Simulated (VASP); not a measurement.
# Driving VASP from ASE on Nb3Sn, part 2 of 3

Do ASE scripts that read Nb3Sn from different structure formats give one answer, and do several routes find one equilibrium volume? All runs use PBE. Left out of this account: 1 further run (self-consistent run: a reference on another mesh). The start is a cell from a database of measured crystal structures.

VASP 6.6.1; PBE; plane waves and PAW (Nb_sv, Sn_d).

So far. Step 2 (Total energy, forces and stress (PBE, through ASE)): The pressure is 2.89 GPa and the largest force 0.000 eV/Å, so the cell is not at a minimum at these settings. Step 3 (Self-consistent run (PBE, through ASE)): The energy lies -1.96 meV an atom from the first script, on another mesh.

## (4) Full relaxation (PBE, through ASE)

The start need not lie at this functional's minimum. ISIF = 3 frees volume, shape and positions, and EDIFFG sets the threshold on forces and stress at which the search stops.

run.py reads:

```python
import numpy as np
from ase.calculators.vasp import Vasp
from ase import Atoms

atoms = Atoms(['Nb', 'Nb', 'Nb', 'Nb', 'Nb', 'Nb', 'Sn', 'Sn'],
              cell=[[5.2821, 0.0, 0.0], [0.0, 5.2821, 0.0], [0.0, 0.0, 5.2821]],
              scaled_positions=[[0.25, 0.0, 0.5], [0.5, 0.75, 0.0], [0.75, 0.0, 0.5], [0.5, 0.25, 0.0], [0.0, 0.5, 0.75], [0.0, 0.5, 0.25], [0.0, 0.0, 0.0], [0.5, 0.5, 0.5]],
              pbc=True)

calc = Vasp(
    xc='pbe',
    pp='PBE',
    prec='Accurate',
    encut=400,
    ediff=1e-06,
    nelm=100,
    ismear=-1,
    sigma=0.05,
    lreal=False,
    algo='Normal',
    nbands=65,
    lasph=True,
    lorbit=11,
    lwave=False,
    lcharg=False,
    kpar=8,
    ibrion=2,
    nsw=60,
    isif=3,
    ediffg=-0.01,
    pp_version='64',
    setups={'Nb': '_sv', 'Sn': '_d'},
    kpts=(6, 6, 6),
    gamma=True,
    txt='vasp.out',
)
atoms.calc = calc

print("energy (eV):", round(atoms.get_potential_energy(), 6))
print("Fermi level (eV):", round(calc.get_fermi_level(), 4))
print("forces (eV/A):")
print(np.round(atoms.get_forces(), 4))
print("stress (GPa, Voigt, tension positive):", np.round(atoms.get_stress() * 160.21766, 3))
print("cell (A, degrees):", np.round(atoms.cell.cellpar(), 4))
print("volume (A^3):", round(atoms.get_volume(), 4))
print("positions:")
print(np.round(atoms.get_scaled_positions(), 5))
```

PAW data sets: Nb_sv and Sn_d (PBE family, release 64).

Launch:

```bash
> export ASE_VASP_COMMAND="mpirun -np 8 vasp_std"
> python run.py
```

The program printed:

```text
energy (eV): -70.352947
Fermi level (eV): 11.2203
forces (eV/A):
[[ 0.  0.  0.]
 [ 0. -0.  0.]
 [-0. -0. -0.]
 [ 0.  0. -0.]
 [ 0. -0. -0.]
 [-0.  0.  0.]
 [-0. -0.  0.]
 [-0. -0.  0.]]
stress (GPa, Voigt, tension positive): [ 0.025  0.025  0.025  0.    -0.     0.   ]
cell (A, degrees): [ 5.3123  5.3123  5.3123 90.     90.     90.    ]
volume (A^3): 149.9118
positions:
[[0.25 0.   0.5 ]
 [0.5  0.75 0.  ]
 [0.75 0.   0.5 ]
 [0.5  0.25 0.  ]
 [0.   0.5  0.75]
 [0.   0.5  0.25]
 [0.   0.   0.  ]
 [0.5  0.5  0.5 ]]
```

Wall time 45 s (8 MPI ranks of AMD EPYC 9R45, shared host); peak memory 2.3 GiB.

ASE turned this into the INCAR:

```
ENCUT = 400.000000
SIGMA = 0.050000
EDIFF = 1.00e-06
EDIFFG = -1.00e-02
ALGO = Normal
GGA = PE
PREC = Accurate
IBRION = 2
ISIF = 3
ISMEAR = -1
KPAR = 8
LORBIT = 11
NBANDS = 65
NELM = 100
NSW = 60
LASPH = .TRUE.
LCHARG = .FALSE.
LWAVE = .FALSE.
LREAL = .FALSE.
```

The KPOINTS that ASE wrote:

```
KPOINTS created by Atomic Simulation Environment
0
Gamma
6 6 6
0 0 0
```

vasp.out:

```text
[... set-up lines as in an earlier step ...]
 entering main loop
       N       E                     dE             d eps       ncg     rms          rms(c)
[... 14 cycles as in an earlier step ...]
   1 F= -.70383243E+02 E0= -.70331020E+02  d E =-.703832E+02
 curvature:   0.00 expect dE= 0.000E+00 dE for cont linesearch  0.000E+00
 trial: gam= 0.00000 g(F)=  0.180E-47 g(S)=  0.128E+00 ort = 0.000E+00 (trialstep = 0.100E+01)
 search vector abs. value=  0.128E+00
 bond charge predicted
       N       E                     dE             d eps       ncg     rms          rms(c)
DAV:   1    -0.722801984339E+02   -0.18970E+01   -0.70664E+01  2657   0.663E+01    0.879E+00
DAV:   2    -0.708551101473E+02    0.14251E+01   -0.72698E+00  3239   0.190E+01    0.515E+00
DAV:   3    -0.703309538230E+02    0.52416E+00   -0.39596E+00  3830   0.108E+01    0.255E+00
DAV:   4    -0.703103972167E+02    0.20557E-01   -0.45983E-01  3579   0.288E+00    0.930E-01
DAV:   5    -0.703272447619E+02   -0.16848E-01   -0.46344E-02  4304   0.996E-01    0.862E-01
DAV:   6    -0.703312104262E+02   -0.39657E-02   -0.10181E-02  3967   0.380E-01    0.557E-01
DAV:   7    -0.703335548962E+02   -0.23445E-02   -0.13386E-02  3992   0.441E-01    0.878E-02
DAV:   8    -0.703338228021E+02   -0.26791E-03   -0.11397E-03  3944   0.151E-01    0.489E-02
DAV:   9    -0.703338245628E+02   -0.17607E-05   -0.78336E-05  4344   0.366E-02    0.187E-02
DAV:  10    -0.703338186071E+02    0.59557E-05   -0.13042E-05  3400   0.160E-02    0.913E-03
DAV:  11    -0.703338195841E+02   -0.97697E-06   -0.59326E-07  1888   0.534E-03
   2 F= -.70333820E+02 E0= -.70280348E+02  d E =0.494231E-01
 trial-energy change:    0.049423  1 .order    0.046934   -0.127907    0.221775
 step:   0.3560(harm=  0.3658)  dis= 0.00000  next Energy=   -70.405897 (dE=-0.227E-01)
 bond charge predicted
       N       E                     dE             d eps       ncg     rms          rms(c)
DAV:   1    -0.712508975845E+02   -0.91708E+00   -0.29107E+01  2640   0.410E+01    0.609E+00
DAV:   2    -0.706055630234E+02    0.64533E+00   -0.28760E+00  3007   0.124E+01    0.317E+00
DAV:   3    -0.704016863340E+02    0.20388E+00   -0.15546E+00  3793   0.689E+00    0.182E+00
DAV:   4    -0.703949948218E+02    0.66915E-02   -0.18715E-01  3521   0.193E+00    0.690E-01
DAV:   5    -0.704018420367E+02   -0.68472E-02   -0.22756E-02  4381   0.628E-01    0.601E-01
DAV:   6    -0.704041687396E+02   -0.23267E-02   -0.39389E-03  3848   0.248E-01    0.337E-01
DAV:   7    -0.704055835123E+02   -0.14148E-02   -0.53013E-03  4082   0.245E-01    0.553E-02
DAV:   8    -0.704055950303E+02   -0.11518E-04   -0.50713E-04  3944   0.103E-01    0.434E-02
DAV:   9    -0.704056103361E+02   -0.15306E-04   -0.30155E-05  3648   0.257E-02    0.109E-02
DAV:  10    -0.704056118389E+02   -0.15028E-05   -0.41540E-06  2672   0.965E-03    0.465E-03
DAV:  11    -0.704056121092E+02   -0.27029E-06   -0.57891E-07  1831   0.551E-03
   3 F= -.70405612E+02 E0= -.70352947E+02  d E =-.223694E-01
 curvature:  -0.18 expect dE=-0.184E-05 dE for cont linesearch -0.184E-05
 trial: gam= 0.00000 g(F)=  0.717E-51 g(S)=  0.101E-04 ort =-0.114E-02 (trialstep = 0.871E+00)
 search vector abs. value=  0.101E-04
 reached required accuracy - stopping structural energy minimisation
```

Parts of OUTCAR (step 4):

```text
 Found     20 irreducible k-points:

   NELECT =     106.0000    total number of electrons

 E-fermi :  11.2203

 k-point     1 :       0.0000    0.0000    0.0000
  band No.  band energies     occupation
    ...
     50      10.6798      1.99996
     51      10.6798      1.99996
     52      10.6798      1.99996
     53      11.1544      1.57762
     54      11.1544      1.57762
     55      13.5591      0.00000
     56      13.5591      0.00000
     57      13.5591      0.00000
     58      13.5974      0.00000
     59      14.6115      0.00000
    ...

 k-point     2 :       0.1667    0.0000    0.0000
  band No.  band energies     occupation
    ...
     50      10.6616      1.99997
     51      10.7260      1.99990
     52      10.7260      1.99990
     53      11.2087      1.11563
     54      11.2177      1.02586
     55      13.2926      0.00000
     56      13.4625      0.00000
     57      13.4625      0.00000
     58      13.9694      0.00000
     59      14.2848      0.00000
    ...

  Total       -0.0236115     -0.0236115     -0.0236115     -0.0000000     -0.0000000      0.0000000
  in kB       -0.2523468     -0.2523468     -0.2523468     -0.0000000     -0.0000000      0.0000000
  external PRESSURE =      -0.2523468 kB  Pullay stress =       0.0000000 kB

  energy-cutoff  :      400.00
  volume of cell :      149.91
      direct lattice vectors                 reciprocal lattice vectors
     5.312250881 -0.000000000  0.000000000     0.188244121  0.000000000 -0.000000000
    -0.000000000  5.312250881  0.000000000     0.000000000  0.188244121  0.000000000
     0.000000000 -0.000000000  5.312250881    -0.000000000 -0.000000000  0.188244121

 POSITION                                       TOTAL-FORCE (eV/Angst)
 -----------------------------------------------------------------------------------
      1.32806     -0.00000      2.65613         0.000000      0.000000      0.000000
      2.65613      3.98419      0.00000         0.000000     -0.000000      0.000000
      3.98419     -0.00000      2.65613        -0.000000     -0.000000     -0.000000
      2.65613      1.32806      0.00000         0.000000      0.000000     -0.000000
      0.00000      2.65613      3.98419         0.000000     -0.000000     -0.000000
      0.00000      2.65613      1.32806        -0.000000      0.000000      0.000000
      0.00000      0.00000      0.00000        -0.000000     -0.000000      0.000000
      2.65613      2.65613      2.65613        -0.000000     -0.000000      0.000000
 -----------------------------------------------------------------------------------
    total drift:                                0.000000      0.000000     -0.000000

  FREE ENERGIE OF THE ION-ELECTRON SYSTEM (eV)
  ---------------------------------------------------
  free  energy   TOTEN  =       -70.4056121092 eV

  energy  without entropy=      -70.3002820254  energy(sigma->0) =      -70.35294707

 reached required accuracy - stopping structural energy minimisation

 total charge
# of ion       s       p       d       tot
------------------------------------------
    1        2.181   5.998   2.513  10.692
    2        2.181   5.998   2.513  10.692
    3        2.181   5.998   2.513  10.692
    4        2.181   5.998   2.513  10.692
    5        2.181   5.998   2.513  10.692
    6        2.181   5.998   2.513  10.692
    7        1.085   1.435  10.050  12.570
    8        1.085   1.435  10.050  12.570
--------------------------------------------------
tot         15.255  38.860  35.175  89.290

[... 8 parts as in an earlier step ...]

[... 5 further parts left out ...]
```

The run keeps the 48 symmetry operations of its start, so it cannot find a distortion of lower symmetry.

Relaxation path:

```csv
step,energy less that of the first step (eV),largest force (eV/Å),pressure (GPa),volume (Å³)
1,0.0000,0.0000,2.89,147.37
2,0.0494,0.0000,-4.78,154.58
3,-0.0224,0.0000,-0.03,149.91
```

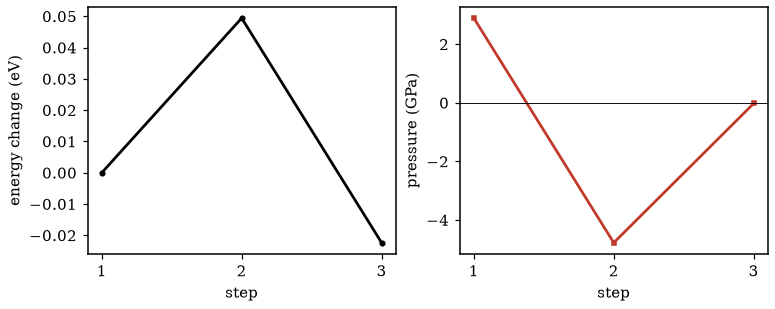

Energy and pressure along the relaxation.

```csv
"conventional cell, symmetrised",before,after,change
a (Å),5.282,5.312,+0.6 %
b (Å),5.282,5.312,+0.6 %
c (Å),5.282,5.312,+0.6 %
volume (Å³/atom),18.42,18.74,+1.7 %
```

Final coordinates:

```xyz
8
Lattice="5.3123 0.0000 0.0000 0.0000 5.3123 0.0000 0.0000 0.0000 5.3123" Properties=species:S:1:pos:R:3 pbc="T T T"
Nb    1.3281    0.0000    2.6561
Nb    2.6561    3.9842    0.0000
Nb    3.9842    0.0000    2.6561
Nb    2.6561    1.3281    0.0000
Nb    0.0000    2.6561    3.9842
Nb    0.0000    2.6561    1.3281
Sn    0.0000    0.0000    0.0000
Sn    2.6561    2.6561    2.6561
```

This step gave:

| Property | Result |
| --- | --- |
| irreducible k-points | 20 |
| free energy (TOTEN) | -70.4056 eV |
| energy at zero smearing | -70.3529 eV |
| Fermi energy | 11.22 eV |
| pressure | -0.02523 GPa |
| SCF cycles over all ionic steps | 36 |

It ends with forces that vanish by symmetry and a pressure of -0.03 GPa.

## (5) Energy against volume, from ASE (PBE)

An ASE loop scales the volume and fits the energies, which gives the bulk modulus from energies alone.

run.py reads:

```python
import numpy as np
from ase.calculators.vasp import Vasp
from ase.io import read
from ase.eos import EquationOfState
from ase.units import GPa

atoms = read('Nb3Sn.cif')

calc = Vasp(
    xc='pbe',
    pp='PBE',
    prec='Accurate',
    encut=400,
    ediff=1e-06,
    nelm=100,
    ismear=-1,
    sigma=0.05,
    lreal=False,
    algo='Normal',
    nbands=65,
    lasph=True,
    lorbit=11,
    lwave=False,
    lcharg=False,
    kpar=8,
    isif=2,
    pp_version='64',
    setups={'Nb': '_sv', 'Sn': '_d'},
    kpts=(6, 6, 6),
    gamma=True,
    txt='vasp.out',
)
atoms.calc = calc

cell, volumes, energies = atoms.get_cell(), [], []
for x in [0.94, 0.96, 0.98, 1.0, 1.02, 1.04, 1.06]:
    atoms.set_cell(cell * x ** (1 / 3), scale_atoms=True)
    volumes.append(atoms.get_volume())
    energies.append(atoms.get_potential_energy())
    print(f"{x:.2f}  V = {volumes[-1]:.4f} A^3  E = {energies[-1]:.6f} eV")
v0, e0, b0 = EquationOfState(volumes, energies, eos="birchmurnaghan").fit()
print(f"V0 = {v0:.4f} A^3  E0 = {e0:.6f} eV  B0 = {b0 / GPa:.2f} GPa")
```

Nb3Sn.cif reads:

```cif
data_Nb3Sn
_cell_length_a 5.28210000
_cell_length_b 5.28210000
_cell_length_c 5.28210000
_cell_angle_alpha 90.00000000
_cell_angle_beta 90.00000000
_cell_angle_gamma 90.00000000
_space_group_name_H-M_alt 'P1'
_space_group_name_Hall 'P 1'
_space_group_IT_number 1
loop_
_space_group_symop_operation_xyz
'x,y,z'
loop_
_atom_site_label
_atom_site_type_symbol
_atom_site_symmetry_multiplicity
_atom_site_Wyckoff_symbol
_atom_site_fract_x
_atom_site_fract_y
_atom_site_fract_z
_atom_site_occupancy
Nb1 Nb 1 a 0.2500000000 0.0000000000 0.5000000000 1
Nb2 Nb 1 a 0.5000000000 0.7500000000 0.0000000000 1
Nb3 Nb 1 a 0.7500000000 0.0000000000 0.5000000000 1
Nb4 Nb 1 a 0.5000000000 0.2500000000 0.0000000000 1
Nb5 Nb 1 a 0.0000000000 0.5000000000 0.7500000000 1
Nb6 Nb 1 a 0.0000000000 0.5000000000 0.2500000000 1
Sn1 Sn 1 a 0.0000000000 0.0000000000 0.0000000000 1
Sn2 Sn 1 a 0.5000000000 0.5000000000 0.5000000000 1
```

The program printed:

```text
0.94  V = 138.5312 A^3  E = -69.810336 eV
0.96  V = 141.4787 A^3  E = -70.060691 eV
0.98  V = 144.4262 A^3  E = -70.232094 eV
1.00  V = 147.3737 A^3  E = -70.331020 eV
1.02  V = 150.3211 A^3  E = -70.364071 eV
1.04  V = 153.2686 A^3  E = -70.337646 eV
1.06  V = 156.2161 A^3  E = -70.258495 eV
V0 = 150.4547 A^3  E0 = -70.364081 eV  B0 = 163.60 GPa
```

It took 2 min on 8 MPI ranks; peak memory 2.1 GiB; 14 min of CPU time.

The INCAR that ASE wrote:

```
ENCUT = 400.000000
SIGMA = 0.050000
EDIFF = 1.00e-06
ALGO = Normal
GGA = PE
PREC = Accurate
ISIF = 2
ISMEAR = -1
KPAR = 8
LORBIT = 11
NBANDS = 65
NELM = 100
LASPH = .TRUE.
LCHARG = .FALSE.
LWAVE = .FALSE.
LREAL = .FALSE.
```

The KPOINTS that ASE wrote:

```
KPOINTS created by Atomic Simulation Environment
0
Gamma
6 6 6
0 0 0
```

vasp.out (the last of its runs):

```text
[banner, memory and clock lines left out]
running    8 mpi-ranks, on    1 nodes
 distrk:  each k-point on    1 cores,    8 groups
 distr:  one band on    1 cores,    1 groups

 POSCAR found type information on POSCAR NbSn
 POSCAR found :  2 types and       8 ions
 [... a notice as in an earlier step ...]

 LDA part: xc-table for (Slater+PW92), standard interpolation
 POSCAR, INCAR and KPOINTS ok, starting setup
 FFT: planning ... GRIDC
 FFT: planning ... GRID_SOFT
 FFT: planning ... GRID
 WAVECAR not read
 WARNING: random wavefunctions but no delay for mixing, default for NELMDL
 entering main loop
       N       E                     dE             d eps       ncg     rms          rms(c)
DAV:   1     0.152298820857E+04    0.15230E+04   -0.44910E+04  2737   0.182E+03
DAV:   2     0.159890628184E+03   -0.13631E+04   -0.13318E+04  2608   0.679E+02
DAV:   3    -0.470925508099E+02   -0.20698E+03   -0.19912E+03  3467   0.224E+02
DAV:   4    -0.715554823527E+02   -0.24463E+02   -0.23771E+02  3928   0.691E+01
DAV:   5    -0.735375655085E+02   -0.19821E+01   -0.19692E+01  4736   0.174E+01    0.170E+01
DAV:   6    -0.705677900090E+02    0.29698E+01   -0.92095E+00  3664   0.141E+01    0.543E+00
DAV:   7    -0.703152390124E+02    0.25255E+00   -0.19002E+00  4080   0.623E+00    0.258E+00
DAV:   8    -0.703111865288E+02    0.40525E-02   -0.19676E-01  4112   0.218E+00    0.785E-01
DAV:   9    -0.703118642281E+02   -0.67770E-03   -0.31747E-02  3784   0.933E-01    0.342E-01
DAV:  10    -0.703122757763E+02   -0.41155E-03   -0.56095E-03  4040   0.374E-01    0.449E-02
DAV:  11    -0.703122514366E+02    0.24340E-04   -0.50869E-04  3640   0.121E-01    0.283E-02
DAV:  12    -0.703122397004E+02    0.11736E-04   -0.45172E-05  4640   0.344E-02    0.432E-03
DAV:  13    -0.703122385551E+02    0.11453E-05   -0.25039E-06  2352   0.829E-03    0.235E-03
DAV:  14    -0.703122382893E+02    0.26584E-06   -0.62969E-07  2216   0.559E-03
   1 F= -.70312238E+02 E0= -.70258495E+02  d E =-.107486E+00
```

Parts of OUTCAR (step 5):

```text
   ENCUT  =  400.0 eV  29.40 Ry    5.42 a.u.   8.78  8.78  8.78*2*pi/ulx,y,z

   NELECT =     106.0000    total number of electrons

 E-fermi :  10.6566

 k-point     1 :       0.0000    0.0000    0.0000
  band No.  band energies     occupation
    ...
     50      10.1497      1.99992
     51      10.1497      1.99992
     52      10.1497      1.99992
     53      10.5928      1.56349
     54      10.5928      1.56349
     55      12.7849      0.00000
     56      12.8897      0.00000
     57      12.8897      0.00000
     58      12.8897      0.00000
     59      13.8703      0.00000
    ...

  Total       -6.0481264     -6.0481264     -6.0481264     -0.0000000     -0.0000000      0.0000000
  in kB      -62.0305628    -62.0305628    -62.0305628     -0.0000000     -0.0000000      0.0000000
  external PRESSURE =     -62.0305628 kB  Pullay stress =       0.0000000 kB

 POSITION                                       TOTAL-FORCE (eV/Angst)
 -----------------------------------------------------------------------------------
      1.34642      0.00000      2.69285        -0.000000     -0.000000      0.000000
      2.69285      4.03927      0.00000        -0.000000      0.000000      0.000000
      4.03927      0.00000      2.69285         0.000000      0.000000      0.000000
      2.69285      1.34642      0.00000         0.000000     -0.000000     -0.000000
      0.00000      2.69285      4.03927        -0.000000     -0.000000     -0.000000
      0.00000      2.69285      1.34642        -0.000000     -0.000000      0.000000
      0.00000      0.00000      0.00000         0.000000     -0.000000     -0.000000
      2.69285      2.69285      2.69285         0.000000     -0.000000     -0.000000
 -----------------------------------------------------------------------------------
    total drift:                                0.000000      0.000000     -0.000000

  FREE ENERGIE OF THE ION-ELECTRON SYSTEM (eV)
  ---------------------------------------------------
  free  energy   TOTEN  =       -70.3122382893 eV

  energy  without entropy=      -70.2047522626  energy(sigma->0) =      -70.25849528

[... 5 parts as in an earlier step ...]

[... 11 further parts left out ...]
```

Numbers from this step:

* bulk modulus: 163.6 GPa
* equilibrium volume of the fit: 18.81 Å³/atom

The fitted volume lies +0.36 % from the relaxed one.

[end of part 2 of 3]

[Lines on the potential files, build, host, timing and source positions are cut from VASP's logs without a mark.]

[Logs are printed without paths, hosts, clocks, repeated set-up lines and the standing remarks that a program may print on its own settings, such as how far it seeks lower states.]

[Hosts, paths, dates, database ids (printed as entryN), source tags and the programs' standing remarks are cut or masked in the printed files.]

[A measured line is paired with the nearest computed mode of its activity, which favours agreement.]
